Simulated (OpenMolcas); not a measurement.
# One shape, several levels: CH2FNSi (SMILES FC1=N[SiH2]1)

Aim: a comparison of 6 runs (HF/6-311+G**, B2PLYP/6-311+G**, B3LYP/6-311+G**, BLYP/6-311+G**, M06-L/6-311+G**, SVWN5/6-311+G**) of CH2FNSi. 

The calculation is run with OpenMolcas 26.06.

## Step 1: The molecule

The species is CH2FNSi (6 atoms), meant as a singlet with charge 0. As SMILES, `FC1=N[SiH2]1`. The coordinates come from a PBE0-D4/def2-TZVP relaxation.

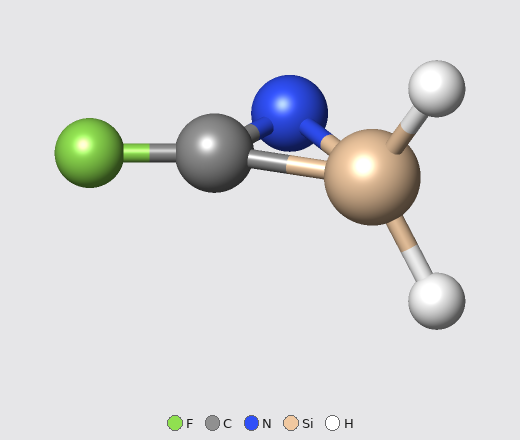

Viewed from a chosen angle; fluorine green, carbon grey, nitrogen blue, silicon light orange, hydrogen white.

## Step 2: Energy and gradient at HF/6-311+G(d,p) (run 1)

Contents of run.input:

```
* CH2FNSi Hartree-Fock
>>> EXPORT MOLCAS_PRINT=2

&GATEWAY
 BASLIB=$CurrDir
 COORD
 6
 bohr
 F      2.68926925    -3.03924653     1.60910180
 C      0.96942950    -1.54088268     0.63041264
 N     -1.17937807    -2.09929675    -0.23527090
 Si    -0.53743811     1.23701472    -0.44200694
 H      0.00321253     2.34968546    -2.94324844
 H     -1.86572660     2.97197228     1.29370650
 BASIS=6-311pGss
 GROUP=NoSym

&SEWARD

&SCF
 THRESHOLDS=1e-10 1e-07 1e-07 1e-05
 PRORBITALS=1 2

&ALASKA
```

The basis set 6-311+G** is read from a file made from the Basis Set Exchange's data (not shown).

Run with:

```bash
$ export MOLCAS_MEM=1860
$ pymolcas run.input > run.log
```

Standard output:

```text
--- Start Module: gateway ---
[...]
--- Stop Module: gateway /rc=_RC_ALL_IS_WELL_ ---
[...]
      Basis functions          108
[...]
--- Start Module: scf ---
[...]
       Convergence after  15 Iterations
[...]
::    Total SCF energy                               -481.8417725930
[...]
      Total spin, S                                     0.0000000000
[...]
      Total electronic charge=   38.000000
      Total            charge=   -0.000000
[...]
      Dipole Moment (debye):
      Origin of the operator (angstrom)=    0.2067   -0.4633    0.1469
                   X= -2.4388E-02               Y=  3.6828E+00               Z= -5.5150E-01           Total=  3.7239E+00
      Quadrupole Moment (debye*angstrom):
[...]
--- Stop Module: scf /rc=_RC_ALL_IS_WELL_ ---
[...]
--- Start Module: alaska ---
[...]
 *              Molecular gradients               *
 **************************************************
  Irreducible representation: a
 ------------------------------------------------------------------------------------------
                              X                       Y                       Z
 ------------------------------------------------------------------------------------------
  F1                9.69701544954837E-03   -7.08557798050613E-03    5.32151275106774E-03
  C2                1.56299605209513E-02    9.53053148104271E-03    5.48138740212734E-03
  N3               -2.66080970693068E-02   -1.55893830998775E-02   -9.44430646515615E-03
  SI4               3.70497396484426E-03    1.04574365928336E-02    8.82383357225791E-05
  H5                7.15409651897536E-04    6.95849574278151E-04   -5.08459977040276E-03
  H6               -3.13926251788477E-03    1.99114343210693E-03    3.63776774657998E-03
 ------------------------------------------------------------------------------------------
--- Stop Module: alaska /rc=_RC_ALL_IS_WELL_ ---
[...]
```

Wall time 16 s (1 thread of Arm Neoverse V1, shared host); peak memory 0.63 GiB.

## Step 3: A single-point energy at B2PLYP/6-311+G(d,p) (run 2)

Contents of mol.xyz:

```xyz
6

F      1.423100    -1.608300     0.851500
C      0.513000    -0.815400     0.333600
N     -0.624100    -1.110900    -0.124500
Si    -0.284400     0.654600    -0.233900
H      0.001700     1.243400    -1.557500
H     -0.987300     1.572700     0.684600
```

Contents of job.input:

```
>>> EXPORT MOLCAS_PRINT=2

&gateway
  baslib=$CurrDir
  coord=mol.xyz
  basis=6-311pGss
  group=NoSym

&seward
  gridinput
  Grid=UltraFine
  End of Grid

&scf
  ksdft=B2PLYP_SCF
  thresholds=1e-10 1e-07 1e-07 1e-05
  prorbitals=1 2

&mbpt2
  frozen=8
```

The basis set 6-311+G** is read from a file made from the Basis Set Exchange's data (not shown).

Run with:

```bash
$ export MOLCAS_MEM=1860
$ pymolcas job.input > job.log
```

Standard output:

```text
--- Start Module: gateway ---
[...]
--- Stop Module: gateway /rc=_RC_ALL_IS_WELL_ ---
[...]
      Basis functions          108
[...]
--- Start Module: scf ---
[...]
       Convergence after  16 Iterations
[...]
::    Total KS-DFT energy                            -482.9108979664
[...]
      Total spin, S                                     0.0000000000
[...]
      Total electronic charge=   38.000000
      Total            charge=   -0.000000
[...]
      Dipole Moment (debye):
      Origin of the operator (angstrom)=    0.2067   -0.4633    0.1469
                   X= -3.9496E-03               Y=  3.3390E+00               Z= -4.9200E-01           Total=  3.3750E+00
      Quadrupole Moment (debye*angstrom):
[...]
--- Stop Module: scf /rc=_RC_ALL_IS_WELL_ ---
[...]
--- Start Module: mbpt2 ---
[...]
 ###    WARNING: MP2 implementation intended for RHF references only         ###
 ###############################################################################
MBPT2 WARNING: Reference function according to RunFile:KS-DFT
I'll assume you know what you're doing and continue
WARNING!
Default frozen orbitals as non valence orbitals is overwritten by user input.
Default values:   5
[...]
       Reference weight ( Cref**2 )         =        0.76471
::    Total MBPT2 energy                             -483.6625727541
[...]
      Total MBPT2 calculations                           0.51      0.58
--- Stop Module: mbpt2 /rc=_RC_ALL_IS_WELL_ ---
[...]
```

It took 35 s on 1 thread of Arm Neoverse V1, shared host; peak memory 0.63 GiB.

Runs 3 to 4 aren't shown in full; the table further down has their settings and results.

## Step 4: Energy and forces at M06-L/6-311+G(d,p) (run 5)

Contents of job.inp:

```
&GATEWAY
  BASLIB
  $CurrDir
  COORD
  6
  angstrom
  F        1.423100      -1.608300       0.851500
  C        0.513000      -0.815400       0.333600
  N       -0.624100      -1.110900      -0.124500
  Si      -0.284400       0.654600      -0.233900
  H        0.001700       1.243400      -1.557500
  H       -0.987300       1.572700       0.684600
  BASIS
  6-311pGss
  GROUP
  NoSym

&SEWARD
  GRIDINPUT
  Grid=UltraFine
  End of Grid

&SCF
  KSDFT
  M06L
  THRESHOLDS
  1e-10 1e-07 1e-07 1e-05
  PRORBITALS
  0

&ALASKA
```

The basis set 6-311+G** is read from a file made from the Basis Set Exchange's data (not shown).

Run with:

```bash
$ export MOLCAS_MEM=1860
$ pymolcas job.inp > job.log
```

Standard output:

```text
--- Start Module: gateway ---
[...]
--- Stop Module: gateway /rc=_RC_ALL_IS_WELL_ ---
[...]
      Basis functions          108
[...]
--- Start Module: scf ---
[...]
       Convergence after  16 Iterations
[...]
::    Total KS-DFT energy                            -483.3727533851
[...]
      Total spin, S                                     0.0000000000
[...]
      Total electronic charge=   38.000000
      Total            charge=   -0.000000
[...]
      Dipole Moment (debye):
      Origin of the operator (angstrom)=    0.2067   -0.4633    0.1469
                   X=  7.9573E-02               Y=  2.7600E+00               Z= -3.7015E-01           Total=  2.7859E+00
      Quadrupole Moment (debye*angstrom):
[...]
--- Stop Module: scf /rc=_RC_ALL_IS_WELL_ ---
[...]
--- Start Module: alaska ---
[...]
 *              Molecular gradients               *
 **************************************************
  Irreducible representation: a
 ------------------------------------------------------------------------------------------
                              X                       Y                       Z
 ------------------------------------------------------------------------------------------
  F1               -6.13296640643490E-03    4.99544454651257E-03   -3.43577047126153E-03
  C2               -2.46792130207130E-03   -9.79765691491322E-03    3.40822024019083E-04
  N3                1.09554310669502E-02    5.15533742330376E-03    4.07626037497355E-03
  SI4              -2.41164508124703E-03   -3.96637148955392E-03   -4.92406094664055E-04
  H5                9.16291851596807E-04    1.50552694701700E-03   -2.24960230363269E-03
  H6               -8.59190128899456E-04    2.10771948774635E-03    1.76069647050570E-03
 ------------------------------------------------------------------------------------------
--- Stop Module: alaska /rc=_RC_ALL_IS_WELL_ ---
[...]
```

It took 53 s on 1 thread of Arm Neoverse V1, shared host; peak memory 0.63 GiB.

## Step 5: Energy and forces at SVWN5/6-311+G(d,p) (run 6)

Contents of coord.xyz:

```xyz
6

F      1.423100    -1.608300     0.851500
C      0.513000    -0.815400     0.333600
N     -0.624100    -1.110900    -0.124500
Si    -0.284400     0.654600    -0.233900
H      0.001700     1.243400    -1.557500
H     -0.987300     1.572700     0.684600
```

Contents of test.input:

```
* CH2FNSi Kohn-Sham DFT

&GATEWAY
  BASLIB=$CurrDir
  COORD=coord.xyz
  BASIS=6-311pGss
  GROUP=NoSym

&SEWARD
  GRIDINPUT
  Grid=UltraFine
  End of Grid

&SCF
  KSDFT=SVWN5
  THRESHOLDS=1e-10 1e-07 1e-07 1e-05
  PRORBITALS=1 1

&ALASKA
```

The basis set 6-311+G** is read from a file made from the Basis Set Exchange's data (not shown).

Run with:

```bash
$ export MOLCAS_MEM=1860
$ pymolcas test.input > test.log
```

Standard output:

```text
--- Start Module: gateway ---
[...]
--- Stop Module: gateway /rc=_RC_ALL_IS_WELL_ ---
[...]
      Basis functions          108
[...]
--- Start Module: scf ---
[...]
       Convergence after  17 Iterations
[...]
::    Total KS-DFT energy                            -480.8230141883
[...]
      Total spin, S                                     0.0000000000
[...]
      Total electronic charge=   38.000000
      Total            charge=   -0.000000
[...]
      Dipole Moment (debye):
      Origin of the operator (angstrom)=    0.2067   -0.4633    0.1469
                   X=  9.7561E-02               Y=  2.7725E+00               Z= -3.6405E-01           Total=  2.7981E+00
      Quadrupole Moment (debye*angstrom):
[...]
--- Stop Module: scf /rc=_RC_ALL_IS_WELL_ ---
[...]
--- Start Module: alaska ---
[...]
 *              Molecular gradients               *
 **************************************************
  Irreducible representation: a
 ------------------------------------------------------------------------------------------
                              X                       Y                       Z
 ------------------------------------------------------------------------------------------
  F1               -1.83754789914303E-03    6.58481630029684E-04   -9.04356710221599E-04
  C2               -8.97025550075092E-04    3.87463293592646E-03   -9.73542702877861E-04
  N3                2.24455695564174E-03    6.71504988949145E-03    5.41670994103072E-06
  SI4              -8.95547167897526E-04   -8.22268608197518E-03    8.00642593831391E-04
  H5               -1.06030222984232E-03   -9.34486305689264E-04    4.51738466254170E-03
  H6                2.44586589126916E-03   -2.09099206778918E-03   -3.44554455316715E-03
 ------------------------------------------------------------------------------------------
--- Stop Module: alaska /rc=_RC_ALL_IS_WELL_ ---
[...]
```

It took 32 s on 1 thread of Arm Neoverse V1, shared host; peak memory 0.63 GiB.

## Step 6: Overview of the runs

| run | level | task | frozen core orbitals | energy (Eh) | dipole moment (D) | HOMO energy (eV) | LUMO energy (eV) | wall time |
| --- | --- | --- | --- | --- | --- | --- | --- | --- |
| 1 | HF/6-311+G** | gradient | – | -481.841773 | 3.72 | -10.72 | 1.14 | 16 s |
| 2 | B2PLYP/6-311+G** | energy | 8 | -483.113850 | 3.38 | -8.79 | -0.25 | 35 s |
| 3 | B3LYP/6-311+G** | gradient | – | -483.414826 | 3.05 | -7.45 | -1.48 | 39 s |
| 4 | BLYP/6-311+G** | gradient | – | -483.366394 | 2.79 | -6.27 | -1.95 | 40 s |
| 5 | M06-L/6-311+G** | gradient | – | -483.372753 | 2.79 | -6.45 | -1.58 | 53 s |
| 6 | SVWN5/6-311+G** | gradient | – | -480.823014 | 2.80 | -6.57 | -2.23 | 32 s |

## Step 7: Results

| quantity | value |
| --- | --- |
| run 6: total energy | -480.82301 Eh |
| run 6: dipole moment | 2.80 D |
| run 6: HOMO energy | -6.57 eV |
| run 6: LUMO energy | -2.23 eV |
| run 6: HOMO–LUMO gap | 4.33 eV |
| run 6: largest force on an atom | 0.427 eV/Å |

In words: The dipole moment (its size) runs from 2.79 D (M06-L/6-311+G**) to 3.72 D (HF/6-311+G**). The HOMO–LUMO gap runs from 4.33 eV (BLYP/6-311+G**) to 11.86 eV (HF/6-311+G**). Exact exchange widens orbital gaps. For B2PLYP the log adds the whole second-order term; the table takes 0.27 of it, as the functional is defined. Totals of different functionals can't be ranked against each other. All runs together took 3.6 min, the longest 53 s.
